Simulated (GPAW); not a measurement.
# Cl/Pt(111): work function by functional and basis, part 2 of 2

Aim: the work function of both faces of Cl/Pt(111), and its spread over functionals and bases.

GPAW 26.7.0; GPAW, PAW setups; slab in vacuum, relaxation (the session's first sound run).

So far, upper work function (eV): step 2 (relaxing the atoms, PBE, GPAW) 5.22; step 3 (plane waves, PBE) 5.22; step 4 (self-consistent run: xc = "revPBE") 5.13; step 5 (self-consistent run: xc = "RPBE") 5.13.

### 6. Self-consistent run: xc = "vdW-DF2"

The same geometry under vdW-DF2, to see how far the functional moves the levels against the vacuum (the van der Waals functionals take revPBE setups).

The input, run.py:

```python
import json
import numpy as np
from ase import Atoms
from gpaw import GPAW, PW

slab = Atoms(
    ['Pt', 'Pt', 'Pt', 'Pt', 'Cl'],
    positions=[
        [0.00000, 0.00000, 8.00000],
        [1.38593, 0.80017, 10.26321],
        [2.77186, 1.60033, 12.57549],
        [0.00000, -0.00000, 14.88848],
        [-0.00000, 0.00000, 17.20661]],
    cell=[[2.77186, 0.0, 0.0], [1.38593, 2.4005, 0.0], [0.0, 0.0, 25.28864]],
    pbc=[True, True, False])

slab.calc = GPAW(mode=PW(400), xc='vdW-DF2', kpts={'size': (13, 13, 1), 'gamma': True},
                 occupations={'name': 'fermi-dirac', 'width': 0.1}, nbands='160%',
                 convergence={'density': 1e-05}, maxiter=200,
                 poissonsolver={'dipolelayer': 'xy'},
                 symmetry={'tolerance': 1e-3}, txt='slab.txt')
result = {}
energy = slab.get_potential_energy()
fermi = slab.calc.get_fermi_level()
v = slab.calc.get_electrostatic_potential().mean((0, 1)) - fermi
n = slab.calc.get_pseudo_density().mean((0, 1))
L = slab.cell[2, 2]
z = np.arange(len(v)) * L / len(v)
low, high = slab.positions[:, 2].min(), slab.positions[:, 2].max()
below, above = np.interp([low - 5.8, high + 5.8], z, v)
slopes = [np.interp(x, z, np.gradient(v, z)) for x in (low - 5.8, high + 5.8)]
eps = np.array([[slab.calc.get_eigenvalues(k, s) for k in range(len(slab.calc.get_ibz_k_points()))]
                for s in range(slab.calc.get_number_of_spins())]) - fermi
top, bottom = eps[eps < 0].max(), eps[eps > 0].min()
dipole = slab.get_dipole_moment()[2]
print(f'energy {energy:.4f} eV, Fermi level {fermi:.4f} eV, dipole {dipole:.5f} e A')
print(f'potential 5.8 A off the faces, from the Fermi level: lower {below:.4f} eV, upper {above:.4f} eV')
print(f'slope of the potential there: lower {slopes[0]:.5f}, upper {slopes[1]:.5f} eV/A')
print(f'nearest levels on the mesh: {top:.4f} and {bottom:.4f} eV')
print('magnetic moment', round(slab.get_magnetic_moment(), 3))
result.update(energy=energy, fermi=fermi, dipole=dipole, below=below, above=above, slopes=slopes, edges=[top, bottom],
              z=z.tolist(), v=v.tolist(), n=n.tolist(), positions=slab.positions.tolist(),
              forces=slab.get_forces(apply_constraint=False).tolist(), moments=slab.get_magnetic_moments().tolist())
json.dump(result, open('result.json', 'w'))
```

Launch:

```sh
$ OMP_NUM_THREADS=1 OPENBLAS_NUM_THREADS=1 python run.py
```

What it wrote:

```text
energy -686.1316 eV, Fermi level 1.9130 eV, dipole 0.01071 e A
potential 5.8 A off the faces, from the Fermi level: lower 5.9305 eV, upper 5.6431 eV
slope of the potential there: lower -0.00019, upper 0.00021 eV/A
nearest levels on the mesh: -0.0291 and 0.0104 eV
magnetic moment 0.0
```

The job ended after 4.2 min (1 thread of Intel Xeon Platinum 8488C (Sapphire Rapids), shared host; peak memory 0.37 GiB).

Numbers from this step:

```
dipole along the normal                    : 0.01071 e·Å
levels nearest the Fermi level on the mesh : -0.02912, 0.01036 eV from the Fermi level
upper work function                        : 5.643 eV
lower work function                        : 5.930 eV
```

The upper face's work function is 5.643 eV, against 5.223 eV in the first plane-wave PBE run at this geometry.

### 7. Self-consistent run: xc = "LDA"

The same geometry under LDA, to see how far the functional moves the levels against the vacuum.

run.py: that of step 6 with these lines changed.

```diff
@@ -16,3 +16,3 @@
 
-slab.calc = GPAW(mode=PW(400), xc='vdW-DF2', kpts={'size': (13, 13, 1), 'gamma': True},
+slab.calc = GPAW(mode=PW(400), xc='LDA', kpts={'size': (13, 13, 1), 'gamma': True},
                  occupations={'name': 'fermi-dirac', 'width': 0.1}, nbands='160%',
```

What it wrote:

```text
energy -32.4504 eV, Fermi level 1.6857 eV, dipole 0.02287 e A
potential 5.8 A off the faces, from the Fermi level: lower 6.0759 eV, upper 5.4577 eV
slope of the potential there: lower -0.00003, upper 0.00017 eV/A
nearest levels on the mesh: -0.0126 and 0.0243 eV
magnetic moment 0.0
```

Wall time 97 s (1 thread); peak memory 0.24 GiB.

Numbers from this step:

```yaml
dipole_along_the_normal: 0.02287 e·Å
levels_nearest_the_fermi_level_on_the_mesh: -0.01265, 0.02430 eV from the Fermi level
upper_work_function: 5.458 eV
lower_work_function: 6.076 eV
```

The electrostatic potential energy of an electron (without an applied field's), less the Fermi level, planar mean oscillates, so the rows of the table below give means over windows of 2.32 Å about each position, cut where the curve ends. Its maxima inside the range that stand out by 2 % of the span (Å: eV): 9.2: 0.108, 11.4: 0.334, 13.7: 0.263, 16.1: 1.80. Its minima: 8.0: -26.7, 10.2: -26.7, 12.5: -26.8, 14.9: -26.8, 17.2: -25.0.

Electrostatic potential energy of an electron (without an applied field's), less the Fermi level, planar mean against z; means over each step:

| z (Å) | electrostatic potential energy of an electron (without an applied field's), less the Fermi level, planar mean (eV) |
| --- | --- |
| 1.16 | 6.05 |
| 3.48 | 6.08 |
| 5.80 | 5.45 |
| 8.12 | -11.0 |
| 10.44 | -11.4 |
| 12.76 | -11.4 |
| 15.08 | -11.2 |
| 17.40 | -6.82 |
| 19.72 | 5.38 |
| 22.04 | 5.46 |
| 24.36 | 5.47 |

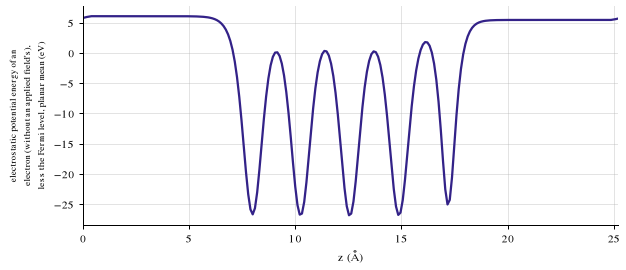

Electrostatic potential energy of an electron (without an applied field's), less the Fermi level, planar mean against z.

The upper face's work function is 5.458 eV, against 5.223 eV in the first plane-wave PBE run at this geometry.

### 8. OptPBE vdW: xc = "optPBE-vdW"

The same geometry under optPBE-vdW, to see how far the functional moves the levels against the vacuum (the van der Waals functionals take revPBE setups).

run.py: that of step 7 with these lines changed.

```diff
@@ -16,3 +16,3 @@
 
-slab.calc = GPAW(mode=PW(400), xc='LDA', kpts={'size': (13, 13, 1), 'gamma': True},
+slab.calc = GPAW(mode=PW(400), xc='optPBE-vdW', kpts={'size': (13, 13, 1), 'gamma': True},
                  occupations={'name': 'fermi-dirac', 'width': 0.1}, nbands='160%',
```

What it wrote:

```text
energy -96.9896 eV, Fermi level 1.8748 eV, dipole 0.01363 e A
potential 5.8 A off the faces, from the Fermi level: lower 5.8323 eV, upper 5.4656 eV
slope of the potential there: lower -0.00005, upper 0.00018 eV/A
nearest levels on the mesh: -0.0247 and 0.0184 eV
magnetic moment 0.0
```

Run time: 1.7 min. Hardware: 1 thread; peak memory 0.37 GiB.

This step gave:

```
dipole along the normal                    : 0.01363 e·Å
levels nearest the Fermi level on the mesh : -0.02467, 0.01842 eV from the Fermi level
upper work function                        : 5.466 eV
lower work function                        : 5.832 eV
```

The electrostatic potential energy of an electron (without an applied field's), less the Fermi level, planar mean oscillates, so the rows of the table below give means over windows of 2.32 Å about each position, cut where the curve ends. Its maxima inside the range that stand out by 2 % of the span (Å: eV): 9.2: -0.383, 11.4: -0.144, 13.7: -0.222, 16.1: 1.41. Its minima: 8.0: -26.8, 10.2: -26.8, 12.5: -26.9, 14.9: -26.9, 17.2: -25.1.

Electrostatic potential energy of an electron (without an applied field's), less the Fermi level, planar mean against z; means over each step:

| z (Å) | electrostatic potential energy of an electron (without an applied field's), less the Fermi level, planar mean (eV) |
| --- | --- |
| 1.16 | 5.82 |
| 3.48 | 5.83 |
| 5.80 | 5.16 |
| 8.12 | -11.3 |
| 10.44 | -11.7 |
| 12.76 | -11.7 |
| 15.08 | -11.5 |
| 17.40 | -6.91 |
| 19.72 | 5.38 |
| 22.04 | 5.47 |
| 24.36 | 5.47 |

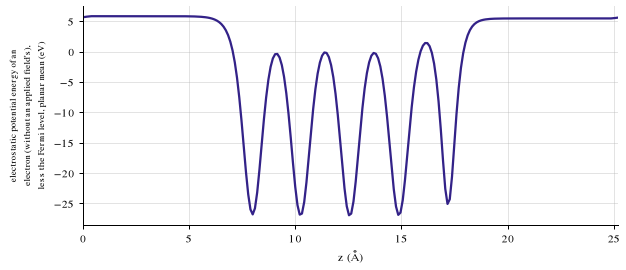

Electrostatic potential energy of an electron (without an applied field's), less the Fermi level, planar mean, plotted against z.

The upper face's work function is 5.466 eV, against 5.223 eV in the first plane-wave PBE run at this geometry.

### 9. Real-space grid: mode = "fd"

A real-space grid is a second complete basis, so it checks the plane-wave result.

run.py: that of step 8 with these lines changed.

```diff
@@ -3,3 +3,3 @@
 from ase import Atoms
-from gpaw import GPAW, PW
+from gpaw import GPAW
 
@@ -16,3 +16,3 @@
 
-slab.calc = GPAW(mode=PW(400), xc='optPBE-vdW', kpts={'size': (13, 13, 1), 'gamma': True},
+slab.calc = GPAW(mode='fd', h=0.18, xc='PBE', kpts={'size': (13, 13, 1), 'gamma': True},
                  occupations={'name': 'fermi-dirac', 'width': 0.1}, nbands='160%',
```

What it wrote:

```text
energy -26.5035 eV, Fermi level -5.4566 eV, dipole 0.01721 e A
potential 5.8 A off the faces, from the Fermi level: lower 5.6901 eV, upper 5.2231 eV
slope of the potential there: lower -0.00002, upper 0.00000 eV/A
nearest levels on the mesh: -0.0180 and 0.0213 eV
magnetic moment 0.0
```

Elapsed: 6.7 min, on 1 thread; peak memory 0.71 GiB.

This step gave:

| Quantity | Value |
| --- | --- |
| dipole along the normal | 0.01721 e·Å |
| levels nearest the Fermi level on the mesh | -0.01798, 0.02129 eV from the Fermi level |
| upper work function | 5.223 eV |
| lower work function | 5.690 eV |

The upper face's work function is 5.223 eV, against 5.223 eV in the first plane-wave PBE run at this geometry.

### 10. Atomic orbitals: mode = "lcao"

Atom-centred orbitals end a few angstrom from the surface, which tests how much the density's tail matters.

run.py: that of step 9 with these lines changed.

```diff
@@ -16,4 +16,4 @@
 
-slab.calc = GPAW(mode='fd', h=0.18, xc='PBE', kpts={'size': (13, 13, 1), 'gamma': True},
-                 occupations={'name': 'fermi-dirac', 'width': 0.1}, nbands='160%',
+slab.calc = GPAW(mode='lcao', basis='dzp', h=0.18, xc='PBE', kpts={'size': (13, 13, 1), 'gamma': True},
+                 occupations={'name': 'fermi-dirac', 'width': 0.1}, nbands='120%',
                  convergence={'density': 1e-05}, maxiter=200,
```

What it wrote:

```text
energy -23.8916 eV, Fermi level -5.4822 eV, dipole 0.02131 e A
potential 5.8 A off the faces, from the Fermi level: lower 5.7714 eV, upper 5.1931 eV
slope of the potential there: lower -0.00001, upper -0.00000 eV/A
nearest levels on the mesh: -0.0153 and 0.0290 eV
magnetic moment 0.0
```

Elapsed: 18 min, on 1 thread; peak memory 0.32 GiB.

This step gave:

- dipole along the normal: 0.02131 e·Å
- levels nearest the Fermi level on the mesh: -0.01533, 0.02902 eV from the Fermi level
- upper work function: 5.193 eV
- lower work function: 5.771 eV

The upper face's work function is 5.193 eV, against 5.223 eV in the first plane-wave PBE run at this geometry.

### 11. All levels side by side

Times are for 1 thread of Intel Xeon Platinum 8488C (Sapphire Rapids), shared host. The series side by side:

| no. | run | upper work function (eV) | lower work function (eV) | time | memory (GiB) |
| --- | --- | --- | --- | --- | --- |
| 1 | pw | 5.223 | 5.690 | 89 s | 0.23 |
| 2 | revPBE | 5.129 | 5.548 | 92 s | 0.23 |
| 3 | RPBE | 5.132 | 5.528 | 83 s | 0.24 |
| 4 | vdW DF2 | 5.643 | 5.930 | 4.2 min | 0.37 |
| 5 | LDA | 5.458 | 6.076 | 97 s | 0.24 |
| 6 | optPBE vdW | 5.466 | 5.832 | 1.7 min | 0.37 |
| 7 | fd | 5.223 | 5.690 | 6.7 min | 0.71 |
| 8 | lcao | 5.193 | 5.771 | 18 min | 0.32 |

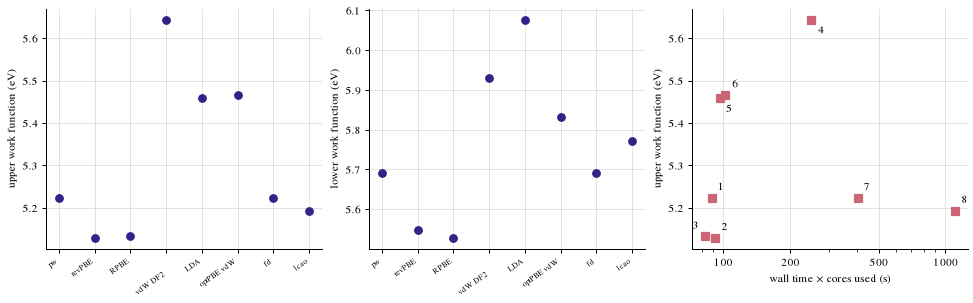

The series as plots; the last panel sets the first result against cost, with the runs numbered as in the table.

### 12. Side by side

Results and costs are gathered.

This step: comparison of work functions, dipole and cost (GPAW 26.7.0).

Ladder, by row:

| step | code | work function, upper (eV) | work function, lower (eV) | dipole (e Å) | wall time (s) | peak memory (GiB) | threads |
| --- | --- | --- | --- | --- | --- | --- | --- |
| pw | GPAW | 5.223 | 5.69 | 0.0173 | 89.12 | 0.23 | 1 |
| revPBE | GPAW | 5.129 | 5.548 | 0.01555 | 92.17 | 0.23 | 1 |
| RPBE | GPAW | 5.132 | 5.528 | 0.0147 | 82.65 | 0.24 | 1 |
| vdW-DF2 | GPAW | 5.643 | 5.93 | 0.01071 | 249.2 | 0.37 | 1 |
| LDA | GPAW | 5.458 | 6.076 | 0.02287 | 96.66 | 0.24 | 1 |
| optPBE-vdW | GPAW | 5.466 | 5.832 | 0.01363 | 102.5 | 0.37 | 1 |
| fd | GPAW | 5.223 | 5.69 | 0.01721 | 402.7 | 0.71 | 1 |
| lcao | GPAW | 5.193 | 5.771 | 0.02131 | 1104 | 0.32 | 1 |

### 13. A changed run

One more run, with changed settings.

This step: GPAW, PAW setups; slab in vacuum (GPAW 26.7.0).

run.py: that of step 10 with these lines changed.

```diff
@@ -3,3 +3,3 @@
 from ase import Atoms
-from gpaw import GPAW
+from gpaw import GPAW, PW
 
@@ -16,5 +16,5 @@
 
-slab.calc = GPAW(mode='lcao', basis='dzp', h=0.18, xc='PBE', kpts={'size': (13, 13, 1), 'gamma': True},
-                 occupations={'name': 'fermi-dirac', 'width': 0.1}, nbands='120%',
-                 convergence={'density': 1e-05}, maxiter=200,
+slab.calc = GPAW(mode=PW(400), xc='PBE', kpts={'size': (13, 13, 1), 'gamma': True},
+                 occupations={'name': 'fermi-dirac', 'width': 0.1}, nbands='100%',
+                 convergence={'density': 1e-05}, maxiter=75,
                  poissonsolver={'dipolelayer': 'xy'},
```

What it wrote:

```text
gpaw.KohnShamConvergenceError
```

Elapsed: 3 min, on 1 thread; peak memory 0.22 GiB.

No converged result was reached; the numbers in the log don't describe the system.

The fault put into the input: too few bands, under a cap of 75 iterations, which ended the run (nbands = "100 % of the filled bands").

### 14. Outcome

```json
{
  "work function, upper and lower face": "5.223 and 5.690 eV",
  "dipole along the normal": "0.0173 e Å"
}
```

What this shows: With plane waves and PBE the work function is 5.22 eV on the upper face and 5.69 eV on the lower. The two faces differ by 0.47 eV, the step that the slab's dipole makes (e p/(ε0 A) gives 0.47 eV), so the dipole layer is needed. Over the sound runs of the table the upper face's work function spans 5.129 (revPBE) to 5.643 eV (vdW-DF2). The cell of 6.65 Å² holds one Cl, started on one chosen site; other sites and coverages weren't tried. The in-plane lattice was kept as typed, which isn't the functional's own and leaves some strain; spin-orbit coupling and temperature are left out.

[Logs are printed without paths, hosts, clocks, repeated set-up lines and the standing remarks that a program may print on its own settings, such as how far it seeks lower states.]

[Hosts, paths, dates, database ids (printed as entryN), source tags and the programs' standing remarks are cut or masked in the printed files.]
